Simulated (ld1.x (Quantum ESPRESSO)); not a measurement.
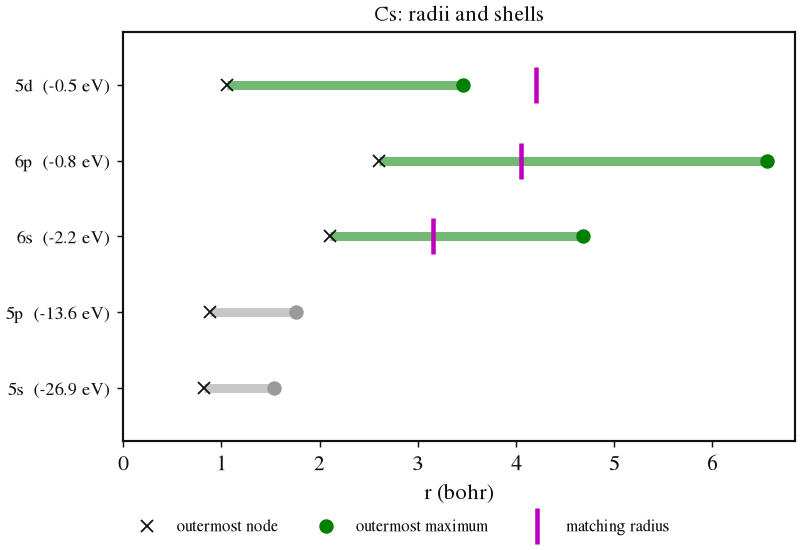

Outer shells of the all-electron reference atom: each bar runs from the outermost node (or the nucleus) to the outermost maximum of u(r); the tick is the radius chosen for the pseudo-wave. Shells without a tick have no pseudo-wave of their own. Levels, nodes and maxima are from ld1.x, scalar-relativistic.

- Radii against the shells: 6s: 3.15 bohr, between node and maximum; 6p: 4.05 bohr, between node and maximum; 5d: 4.20 bohr, outside the maximum.

Cs: pseudopotential generation (part 1 of 2)

Caesium (Cs, Z = 55), core [Xe], reference valence 5d0 6s1 6p0, valence charge 1. Computed at this level: TM potential, LDA (PZ), fully relativistic, made with ld1.x (Quantum ESPRESSO) 7.5.

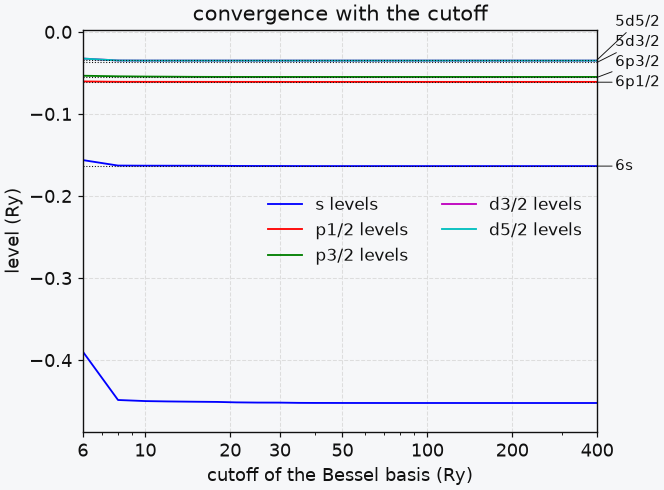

The pseudo-atom Hamiltonian at the reference potential is diagonalised in spherical Bessel functions (20 bohr box) up to the cutoff. Curves: the lowest levels of each channel that holds a bound state. Dotted lines: the all-electron valence levels.

- Ghost states: ghost state below the valence levels: s at -6.2 eV. A ghost is a state of the pseudo-atom that lies below a valence level of its channel, or is bound in a channel without one, and matches no all-electron valence level; bound levels above the valence ones can be real empty states. In Ry: s -0.45.
- Onset of the ghost: the lowest s curve lies clearly below the lowest valence level of its channel already at the lowest cutoff, 6 Ry, and ends at -0.45 Ry.
- All-electron valence levels: 6s: -0.16 Ry; 6p1/2: -0.06 Ry; 6p3/2: -0.06 Ry; 5d3/2: -0.04 Ry; 5d5/2: -0.03 Ry.

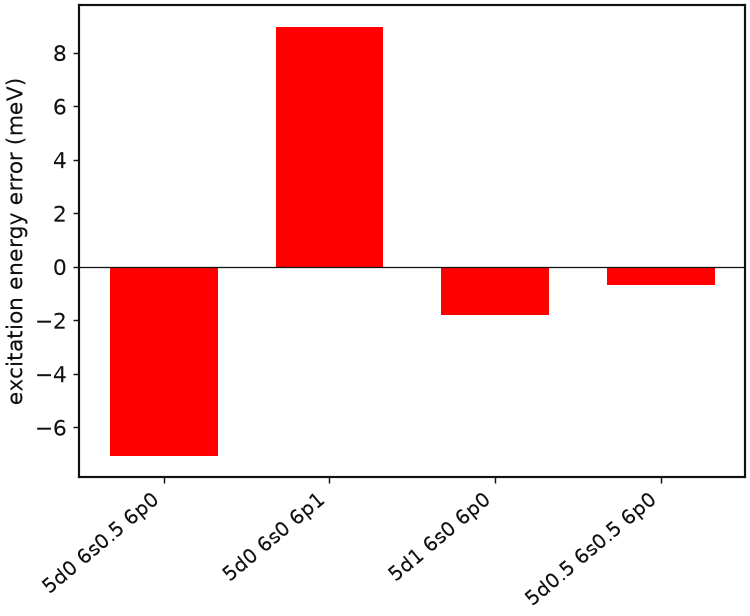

Errors, all-electron minus pseudo, of the energies of valence configurations relative to the unpolarised reference 5d0 6s1 6p0.

- Worst configuration: 5d0 6s0 6p1 (neutral): the error is +9.0 meV on an all-electron energy of +1.47 eV relative to the reference, or 0.61 %.
- Errors in meV: 5d0 6s0.5 6p0: -7.1; 5d0 6s0 6p1: +9.0; 5d1 6s0 6p0: -1.8; 5d0.5 6s0.5 6p0: -0.7.
- Configurations within 10 meV and within 50 meV: 4 and 4 of 4. The potential isn't sound: its ghost test gives ghost state below the valence levels: s at -6.2 eV.

These pictures come from the run below.

### Input
```
 &input
   title='Cs', zed=55., rel=2, dft='PZ', iswitch=3,
   config='[Xe] 5d0 6s1 6p0', rel_dist='average',
   nld=5, rlderiv=4.55, eminld=-2.0, emaxld=5.0, deld=0.02
 /
 &inputp
   pseudotype=2, tm=.true., lloc=2,
   nlcc=.true., rcore=2.50,
   file_pseudopw='Cs.UPF', file_wfcaegen='ae.wfc', file_wfcncgen='nc.wfc', file_beta='beta', file_chi='chi'
 /
3
6S  1  0   1.00   0.00  3.15  3.15  0.0
6P  2  1   0.00   0.00  4.05  4.05  0.0
5D  3  2   0.00   0.00  4.20  4.20  0.0
 &test
   configts(1)='5d0 6s1 6p0'
 /
```

### Input of the test run
```
 &input
   title='Cs', zed=55., rel=2, dft='PZ', iswitch=2,
   config='[Xe] 5d0 6s1 6p0', rel_dist='average'
 /
 &test
   file_pseudo='Cs.UPF', nconf=5,
   configts(1)='5d0 6s1 6p0',
   configts(2)='5d0 6s0.5 6p0',
   configts(3)='5d0 6s0 6p1',
   configts(4)='5d1 6s0 6p0',
   configts(5)='5d0.5 6s0.5 6p0'
 /
```

Launched with:
```bash
ld1.x < Cs.in > Cs.out
```

### Output
```
     Program LD1 v.7.5
     --------------------------- All-electron run ----------------------------

     Cs
     dirac relativistic calculation

     atomic number is 55.00
     dft =PZ   lsd =0 sic =0 latt =0  beta=0.20 tr2=1.0E-14
     Exchange-correlation= PZ
                           (   1   1   0   0   0   0   0)
     mesh =1251 r(mesh) = 101.25750 a.u. xmin = -7.00 dx = 0.01250
     1 Ry =  13.60569312 eV, c = 137.03599908

     n l j   nl                  e(Ry)          e(Ha)          e(eV)
     Spin orbit split results
     1 0 0.5 1S 1( 2.00)     -2626.3545     -1313.1773    -35733.3738
     2 0 0.5 2S 1( 2.00)      -411.8956      -205.9478     -5604.1248
     2 1 0.5 2P 1( 2.00)      -387.6784      -193.8392     -5274.6329
     2 1 1.5 2P 1( 4.00)      -361.8210      -180.9105     -4922.8248
     3 0 0.5 3S 1( 2.00)       -85.5969       -42.7984     -1164.6048
     3 1 0.5 3P 1( 2.00)       -75.4628       -37.7314     -1026.7240
     3 1 1.5 3P 1( 4.00)       -70.5100       -35.2550      -959.3372
     4 0 0.5 4S 1( 2.00)       -16.1311        -8.0656      -219.4754
     4 1 0.5 4P 1( 2.00)       -12.4933        -6.2466      -169.9796
     4 1 1.5 4P 1( 4.00)       -11.4741        -5.7371      -156.1137
     3 2 1.5 3D 1( 4.00)       -52.6375       -26.3187      -716.1696
     3 2 2.5 3D 1( 6.00)       -51.5848       -25.7924      -701.8469
     5 0 0.5 5S 1( 2.00)        -1.9743        -0.9871       -26.8611
     5 1 0.5 5P 1( 2.00)        -1.0849        -0.5424       -14.7604
     5 1 1.5 5P 1( 4.00)        -0.9621        -0.4811       -13.0905
     4 2 1.5 4D 1( 4.00)        -5.5511        -2.7756       -75.5271
     4 2 2.5 4D 1( 6.00)        -5.3823        -2.6911       -73.2298
     5 2 1.5 5D 1( 0.00)        -0.0372        -0.0186        -0.5064
     5 2 2.5 5D 1( 0.00)        -0.0342        -0.0171        -0.4653
     6 0 0.5 6S 1( 1.00)        -0.1637        -0.0818        -2.2271
     6 1 0.5 6P 1( 0.00)        -0.0614        -0.0307        -0.8359
     6 1 1.5 6P 1( 0.00)        -0.0555        -0.0278        -0.7555
     Averaged results
     1 0     1S 1( 2.00)     -2626.3545     -1313.1773    -35733.3738
     2 0     2S 1( 2.00)      -411.8956      -205.9478     -5604.1248
     2 1     2P 1( 6.00)      -370.4401      -185.2200     -5040.0942
     3 0     3S 1( 2.00)       -85.5969       -42.7984     -1164.6048
     3 1     3P 1( 6.00)       -72.1609       -36.0805      -981.7994
     4 0     4S 1( 2.00)       -16.1311        -8.0656      -219.4754
     4 1     4P 1( 6.00)       -11.8139        -5.9069      -160.7357
     3 2     3D 1(10.00)       -52.0059       -26.0029      -707.5760
     5 0     5S 1( 2.00)        -1.9743        -0.9871       -26.8611
     5 1     5P 1( 6.00)        -1.0030        -0.5015       -13.6471
     4 2     4D 1(10.00)        -5.4498        -2.7249       -74.1487
     5 2     5D 1( 0.00)        -0.0354        -0.0177        -0.4817
     6 0     6S 1( 1.00)        -0.1637        -0.0818        -2.2271
     6 1     6P 1( 0.00)        -0.0575        -0.0287        -0.7823

     final scf error:  6.2E-15 reached in  29 iterations

     Etot =  -15568.348961 Ry,   -7784.174480 Ha, -211818.178390 eV

     Ekin =   16575.783973 Ry,    8287.891987 Ha,  225525.030011 eV
     Encl =  -37870.138484 Ry,  -18935.069242 Ha, -515249.482734 eV
     Eh   =    6099.008404 Ry,    3049.504202 Ha,   82981.236705 eV
     Exc  =    -373.002855 Ry,    -186.501427 Ha,   -5074.962372 eV

     normalization and overlap integrals

     s(1S/1S) =  1.000000  <r> =   0.0261  <r2> =    0.0009  r(max) =   0.0169
     s(2S/2S) =  1.000000  <r> =   0.1118  <r2> =    0.0148  r(max) =   0.0947
     s(2P/2P) =  1.000000  <r> =   0.0941  <r2> =    0.0109  r(max) =   0.0728
     s(2P/2P) =  1.000000  <r> =   0.1000  <r2> =    0.0122  r(max) =   0.0775
     s(3S/3S) =  1.000000  <r> =   0.2991  <r2> =    0.1024  r(max) =   0.2739
     s(3P/3P) =  1.000000  <r> =   0.2890  <r2> =    0.0971  r(max) =   0.2606
     s(3P/3P) =  1.000000  <r> =   0.3008  <r2> =    0.1050  r(max) =   0.2705
     s(4S/4S) =  1.000000  <r> =   0.6950  <r2> =    0.5458  r(max) =   0.6409
     s(4P/4P) =  1.000000  <r> =   0.7208  <r2> =    0.5918  r(max) =   0.6572
     s(4P/4P) =  1.000000  <r> =   0.7487  <r2> =    0.6385  r(max) =   0.6823
     s(3D/3D) =  1.000000  <r> =   0.2715  <r2> =    0.0872  r(max) =   0.2187
     s(3D/3D) =  1.000000  <r> =   0.2753  <r2> =    0.0895  r(max) =   0.2215
     s(5S/5S) =  1.000000  <r> =   1.7373  <r2> =    3.4073  r(max) =   1.5375
     s(5P/5P) =  1.000000  <r> =   2.0203  <r2> =    4.6673  r(max) =   1.7206
     s(5P/5P) =  1.000000  <r> =   2.1220  <r2> =    5.1556  r(max) =   1.8088
     s(4D/4D) =  1.000000  <r> =   0.8314  <r2> =    0.8056  r(max) =   0.7172
     s(4D/4D) =  1.000000  <r> =   0.8419  <r2> =    0.8261  r(max) =   0.7263
     s(5D/5D) =  1.000000  <r> =   5.6457  <r2> =   41.0277  r(max) =   3.3793
     s(5D/5D) =  1.000000  <r> =   5.8343  <r2> =   43.7428  r(max) =   3.5084
     s(6S/6S) =  1.000000  <r> =   5.5410  <r2> =   34.9997  r(max) =   4.6770
     s(6P/6P) =  1.000000  <r> =   7.6106  <r2> =   66.3189  r(max) =   6.3928
     s(6P/6P) =  1.000000  <r> =   7.9251  <r2> =   71.8349  r(max) =   6.6370

     ------------------------ End of All-electron run ------------------------

     --------------------- Generating NC pseudopotential ---------------------

      Generating local pot.: lloc=2, j= 1.50, matching radius rcloc =   4.2000

      Generating local pot.: lloc=2, j= 2.50, matching radius rcloc =   4.2000

      Computing core charge for nlcc:

       r > 2.50 : true rho core
       r < 2.50 : rho core = a sin(br)/r    a=   2.06  b=   1.04

      Integrated core pseudo-charge :   6.99

     Fully relativistic calculation: |psi|^2

     Wfc 6S LC norm =  0.99998554 SC norm =  0.00001355 missing  0.00000091

     Wfc 6P LC norm =  0.99999286 SC norm =  0.00000690 missing  0.00000024

     Wfc 6P LC norm =  0.99999334 SC norm =  0.00000547 missing  0.00000120

      Wfc   6S  rcut= 3.135  Using Troullier-Martins method

      Wfc   6P  rcut= 4.026  Using Troullier-Martins method

      Wfc   6P  rcut= 4.026  Using Troullier-Martins method

     ------------------- End of pseudopotential generation -------------------

     --------------------------- All-electron run ----------------------------

     Cs
     dirac relativistic calculation

     atomic number is 55.00
     dft =PZ   lsd =0 sic =0 latt =0  beta=0.20 tr2=1.0E-14
     Exchange-correlation= PZ
                           (   1   1   0   0   0   0   0)
     mesh =1251 r(mesh) = 101.25750 a.u. xmin = -7.00 dx = 0.01250
     1 Ry =  13.60569312 eV, c = 137.03599908

     n l j   nl                  e(Ry)          e(Ha)          e(eV)
     Spin orbit split results
     1 0 0.5 1S 1( 2.00)     -2626.3545     -1313.1773    -35733.3738
     2 0 0.5 2S 1( 2.00)      -411.8956      -205.9478     -5604.1248
     2 1 0.5 2P 1( 2.00)      -387.6784      -193.8392     -5274.6329
     2 1 1.5 2P 1( 4.00)      -361.8210      -180.9105     -4922.8248
     3 0 0.5 3S 1( 2.00)       -85.5969       -42.7984     -1164.6048
     3 1 0.5 3P 1( 2.00)       -75.4628       -37.7314     -1026.7240
     3 1 1.5 3P 1( 4.00)       -70.5100       -35.2550      -959.3372
     4 0 0.5 4S 1( 2.00)       -16.1311        -8.0656      -219.4754
     4 1 0.5 4P 1( 2.00)       -12.4933        -6.2466      -169.9796
     4 1 1.5 4P 1( 4.00)       -11.4741        -5.7371      -156.1137
     3 2 1.5 3D 1( 4.00)       -52.6375       -26.3187      -716.1696
     3 2 2.5 3D 1( 6.00)       -51.5848       -25.7924      -701.8469
     5 0 0.5 5S 1( 2.00)        -1.9743        -0.9871       -26.8611
     5 1 0.5 5P 1( 2.00)        -1.0849        -0.5424       -14.7604
     5 1 1.5 5P 1( 4.00)        -0.9621        -0.4811       -13.0905
     4 2 1.5 4D 1( 4.00)        -5.5511        -2.7756       -75.5271
     4 2 2.5 4D 1( 6.00)        -5.3823        -2.6911       -73.2298
     5 2 1.5 5D 1( 0.00)        -0.0372        -0.0186        -0.5064
     5 2 2.5 5D 1( 0.00)        -0.0342        -0.0171        -0.4653
     6 0 0.5 6S 1( 1.00)        -0.1637        -0.0818        -2.2271
     6 1 0.5 6P 1( 0.00)        -0.0614        -0.0307        -0.8359
     6 1 1.5 6P 1( 0.00)        -0.0555        -0.0278        -0.7555
     Averaged results
     1 0     1S 1( 2.00)     -2626.3545     -1313.1773    -35733.3738
     2 0     2S 1( 2.00)      -411.8956      -205.9478     -5604.1248
     2 1     2P 1( 6.00)      -370.4401      -185.2200     -5040.0942
     3 0     3S 1( 2.00)       -85.5969       -42.7984     -1164.6048
     3 1     3P 1( 6.00)       -72.1609       -36.0805      -981.7994
     4 0     4S 1( 2.00)       -16.1311        -8.0656      -219.4754
     4 1     4P 1( 6.00)       -11.8139        -5.9069      -160.7357
     3 2     3D 1(10.00)       -52.0059       -26.0029      -707.5760
     5 0     5S 1( 2.00)        -1.9743        -0.9871       -26.8611
     5 1     5P 1( 6.00)        -1.0030        -0.5015       -13.6471
     4 2     4D 1(10.00)        -5.4498        -2.7249       -74.1487
     5 2     5D 1( 0.00)        -0.0354        -0.0177        -0.4817
     6 0     6S 1( 1.00)        -0.1637        -0.0818        -2.2271
     6 1     6P 1( 0.00)        -0.0575        -0.0287        -0.7823

     final scf error:  6.2E-15 reached in  29 iterations

     Etot =  -15568.348961 Ry,   -7784.174480 Ha, -211818.178390 eV

     Ekin =   16575.783973 Ry,    8287.891987 Ha,  225525.030011 eV
     Encl =  -37870.138484 Ry,  -18935.069242 Ha, -515249.482734 eV
     Eh   =    6099.008404 Ry,    3049.504202 Ha,   82981.236705 eV
     Exc  =    -373.002855 Ry,    -186.501427 Ha,   -5074.962372 eV

     normalization and overlap integrals

     s(1S/1S) =  1.000000  <r> =   0.0261  <r2> =    0.0009  r(max) =   0.0169
     s(2S/2S) =  1.000000  <r> =   0.1118  <r2> =    0.0148  r(max) =   0.0947
     s(2P/2P) =  1.000000  <r> =   0.0941  <r2> =    0.0109  r(max) =   0.0728
     s(2P/2P) =  1.000000  <r> =   0.1000  <r2> =    0.0122  r(max) =   0.0775
     s(3S/3S) =  1.000000  <r> =   0.2991  <r2> =    0.1024  r(max) =   0.2739
     s(3P/3P) =  1.000000  <r> =   0.2890  <r2> =    0.0971  r(max) =   0.2606
     s(3P/3P) =  1.000000  <r> =   0.3008  <r2> =    0.1050  r(max) =   0.2705
     s(4S/4S) =  1.000000  <r> =   0.6950  <r2> =    0.5458  r(max) =   0.6409
     s(4P/4P) =  1.000000  <r> =   0.7208  <r2> =    0.5918  r(max) =   0.6572
     s(4P/4P) =  1.000000  <r> =   0.7487  <r2> =    0.6385  r(max) =   0.6823
     s(3D/3D) =  1.000000  <r> =   0.2715  <r2> =    0.0872  r(max) =   0.2187
     s(3D/3D) =  1.000000  <r> =   0.2753  <r2> =    0.0895  r(max) =   0.2215
     s(5S/5S) =  1.000000  <r> =   1.7373  <r2> =    3.4073  r(max) =   1.5375
     s(5P/5P) =  1.000000  <r> =   2.0203  <r2> =    4.6673  r(max) =   1.7206
     s(5P/5P) =  1.000000  <r> =   2.1220  <r2> =    5.1556  r(max) =   1.8088
     s(4D/4D) =  1.000000  <r> =   0.8314  <r2> =    0.8056  r(max) =   0.7172
     s(4D/4D) =  1.000000  <r> =   0.8419  <r2> =    0.8261  r(max) =   0.7263
     s(5D/5D) =  1.000000  <r> =   5.6457  <r2> =   41.0277  r(max) =   3.3793
     s(5D/5D) =  1.000000  <r> =   5.8343  <r2> =   43.7428  r(max) =   3.5084
     s(6S/6S) =  1.000000  <r> =   5.5410  <r2> =   34.9997  r(max) =   4.6770
     s(6P/6P) =  1.000000  <r> =   7.6106  <r2> =   66.3189  r(max) =   6.3928
     s(6P/6P) =  1.000000  <r> =   7.9251  <r2> =   71.8349  r(max) =   6.6370

     ------------------------ End of All-electron run ------------------------

     Computing logarithmic derivative in   4.53324
     Computing logarithmic derivative in   4.53324
     Computing the partial wave expansion
     R is outside the sphere for l=    0 j= 0.50
     R is outside the sphere for l=    1 j= 0.50
     R is outside the sphere for l=    1 j= 1.50
       no projector for channel:   2
       no projector for channel:   2

     ---------------------- Testing the pseudopotential ----------------------

     Cs
     dirac relativistic calculation

     atomic number is 55.00   valence charge is  1.00
     dft =PZ   lsd =0 sic =0 latt =0  beta=0.20 tr2=1.0E-14
     mesh =1251 r(mesh) = 101.25750 xmin = -7.00 dx = 0.01250

     n l  j  nl             e AE (Ry)       e PS (Ry)    De AE-PS (Ry)
     3 2 1.5 5D   1( 0.00)       -0.03722       -0.03538       -0.00184
     3 2 2.5 5D   1( 0.00)       -0.03420       -0.03538        0.00118
     1 0 0.5 6S   1( 1.00)       -0.16369       -0.16369       -0.00000
     2 1 0.5 6P   1( 0.00)       -0.06144       -0.06144       -0.00000
     2 1 1.5 6P   1( 0.00)       -0.05553       -0.05553       -0.00000

     eps = 6.2E-15  iter =  3

     Etot =  -15568.348961 Ry,   -7784.174480 Ha, -211818.178390 eV
     Etotps =    -5.034535 Ry,      -2.517268 Ha,     -68.498343 eV

     Ekin =       0.123506 Ry,       0.061753 Ha,       1.680382 eV
     Encl =      -0.456943 Ry,      -0.228472 Ha,      -6.217032 eV
     Ehrt =       0.162854 Ry,       0.081427 Ha,       2.215744 eV
     Ecxc =      -4.982020 Ry,      -2.491010 Ha,     -67.783838 eV
     (Ecc =      -4.738081 Ry,      -2.369040 Ha,     -64.464875 eV)
     Epseu=       0.118068 Ry,       0.059034 Ha,       1.606401 eV

     ---------------------- End of pseudopotential test ----------------------
```

### Output of the test run (extracts)
```
     ---------------------- Testing the pseudopotential ----------------------

     Cs
     dirac relativistic calculation

     atomic number is 55.00   valence charge is  1.00
     dft =PZ   lsd =0 sic =0 latt =0  beta=0.20 tr2=1.0E-14
     mesh =1251 r(mesh) = 101.25750 xmin = -7.00 dx = 0.01250

     n l  j  nl             e AE (Ry)       e PS (Ry)    De AE-PS (Ry)
     3 2 1.5 5D   1( 0.00)       -0.03722       -0.03538       -0.00184
     3 2 2.5 5D   1( 0.00)       -0.03420       -0.03538        0.00118
     1 0 0.5 6S   1( 1.00)       -0.16369       -0.16369       -0.00000
     2 1 0.5 6P   1( 0.00)       -0.06144       -0.06144       -0.00000
     2 1 1.5 6P   1( 0.00)       -0.05553       -0.05553       -0.00000

     eps = 3.5E-17  iter =  4

     Etot =  -15568.348961 Ry,   -7784.174480 Ha, -211818.178390 eV
     Etotps =    -5.034535 Ry,      -2.517268 Ha,     -68.498341 eV

     Ekin =       0.123506 Ry,       0.061753 Ha,       1.680383 eV
     Encl =      -0.456943 Ry,      -0.228472 Ha,      -6.217030 eV
     Ehrt =       0.162854 Ry,       0.081427 Ha,       2.215743 eV
     Ecxc =      -4.982020 Ry,      -2.491010 Ha,     -67.783837 eV
     (Ecc =      -4.738081 Ry,      -2.369040 Ha,     -64.464875 eV)
     Epseu=       0.118068 Ry,       0.059034 Ha,       1.606400 eV

     ---------------------- End of pseudopotential test ----------------------

     ---------------------- Testing the pseudopotential ----------------------

     Cs
     dirac relativistic calculation

     atomic number is 55.00   valence charge is  1.00
     dft =PZ   lsd =0 sic =0 latt =0  beta=0.20 tr2=1.0E-14
     mesh =1251 r(mesh) = 101.25750 xmin = -7.00 dx = 0.01250

     n l  j  nl             e AE (Ry)       e PS (Ry)    De AE-PS (Ry)
     3 2 1.5 5D   1( 0.00)       -0.17853       -0.17934        0.00081
     3 2 2.5 5D   1( 0.00)       -0.17361       -0.17934        0.00573  !
     1 0 0.5 6S   1( 0.50)       -0.29467       -0.29688        0.00221
     2 1 0.5 6P   1( 0.00)       -0.16859       -0.17279        0.00420
     2 1 1.5 6P   1( 0.00)       -0.15951       -0.18308        0.02356  !

     eps = 9.2E-17  iter =  7

     Etot =  -15568.234702 Ry,   -7784.117351 Ha, -211816.623820 eV
     Etotps =    -4.919757 Ry,      -2.459879 Ha,     -66.936710 eV
     dEtot_ae =       0.114259 Ry
     dEtot_ps =       0.114778 Ry,   Delta E=      -0.000519 Ry

     Ekin =       0.070726 Ry,       0.035363 Ha,       0.962279 eV
     Encl =      -0.239699 Ry,      -0.119849 Ha,      -3.261270 eV
     Ehrt =       0.043983 Ry,       0.021991 Ha,       0.598418 eV
     Ecxc =      -4.861937 Ry,      -2.430968 Ha,     -66.150023 eV
     (Ecc =      -4.738081 Ry,      -2.369040 Ha,     -64.464875 eV)
     Epseu=       0.067169 Ry,       0.033585 Ha,       0.913885 eV

     ---------------------- End of pseudopotential test ----------------------
```

(Continued in part 2.) Outcome of the run: generated, with a ghost state.
